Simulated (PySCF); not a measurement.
SMILES [CH]=[SiH2], doublet, B3LYP/def2-SVP optimised geometry. Atoms within 1.6 Å of the plane z = 0.0 Å (x, y, z in Å): C1 (-1.38, 0.83, 0.00), Si2 (-0.13, -0.44, 0.00), H3 (-0.96, 1.86, 0.00), H4 (1.38, -0.44, 0.00), H5 (-0.59, -1.86, 0.00).

Calculation: unrestricted B3LYP/def2-TZVP in PySCF. Cells within 0.4 Å of a nucleus heavier than hydrogen are left out (blank, or x).

Map of the electrostatic potential (hartree/e), clipped to [-0.08, 0.12] on the plane z = 0.0 Å:

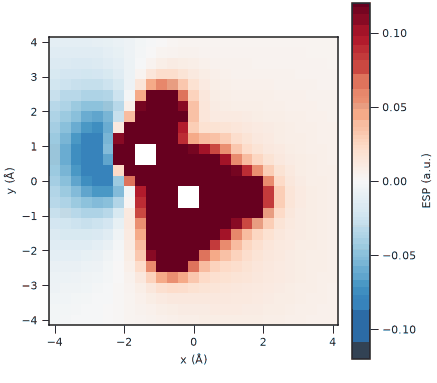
Electrostatic potential (hartree/e), clipped to [-0.08, 0.12] on the plane z = 0.0 Å.
